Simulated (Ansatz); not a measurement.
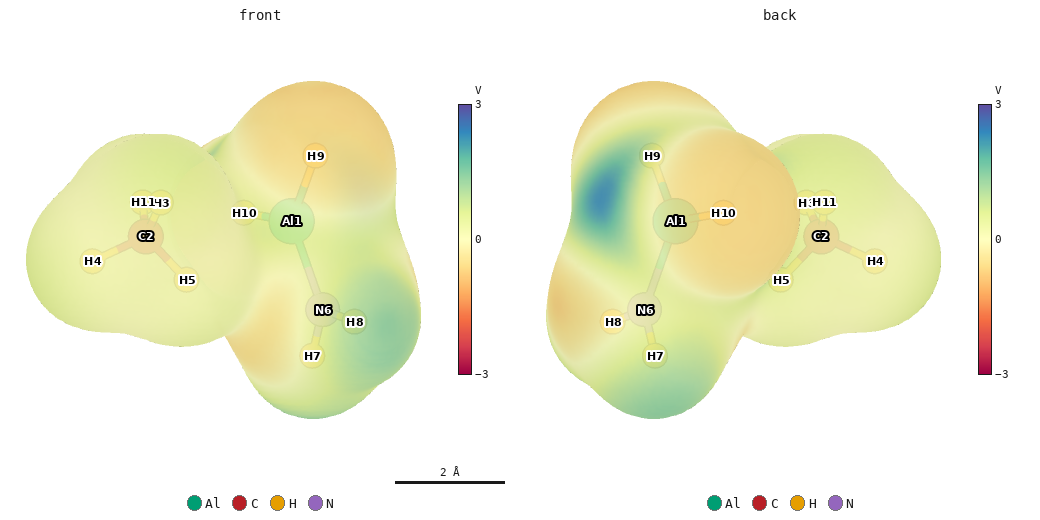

Figure. AlH$_{4}$N···CH$_{4}$. The molecular electrostatic potential painted on the density surface at 0.002 e/bohr³, seen from the front and from behind; red is negative and blue positive.

Computed with RKS B3LYP-D4/def2-SVP (Ansatz 0.2.0).

The calculation's input:

```
crystal:
  periodic: [false, false, false]
  atoms:
    - { symbol: Al, position_ang: [0.006267, -0.512014, -0.526981] }
    - { symbol: C, position_ang: [-0.083904, -0.288302, 2.629669] }
    - { symbol: H, position_ang: [-1.051055, -0.193994, 3.145198] }
    - { symbol: H, position_ang: [0.678646, -0.653331, 3.333113] }
    - { symbol: H, position_ang: [0.219852, 0.698396, 2.243664] }
    - { symbol: "N", position_ang: [1.617233, -0.035185, -1.105528] }
    - { symbol: H, position_ang: [2.449767, -0.617361, -1.084549] }
    - { symbol: H, position_ang: [1.83387, 0.854776, -1.545335] }
    - { symbol: H, position_ang: [-1.175955, 0.529403, -0.679992] }
    - { symbol: H, position_ang: [-0.185851, -1.910305, 0.148798] }
    - { symbol: H, position_ang: [-0.181971, -1.015782, 1.797643] }
basis:
  gaussian: { orbitals: def2-SVP }
hamiltonian:
  xc: b3lyp
  dispersion: d4
relax:
  f_tol: 0.03
  max_steps: 50
output:
  orbitals: {}
```

Launched as:

```sh
ansatz run input.yaml --threads 2 --pin off --max-ram 3072MiB --backend cpu --events-out ev --progress --plain --runs-dir out
```

The fields are those of the run's last geometry, not of the input's.

Q: Where is the surface potential most negative and most positive?

A: The most negative region (about −0.7 V) lies over N6, H9 and H10, the most positive (about +2.2 V) over Al1.
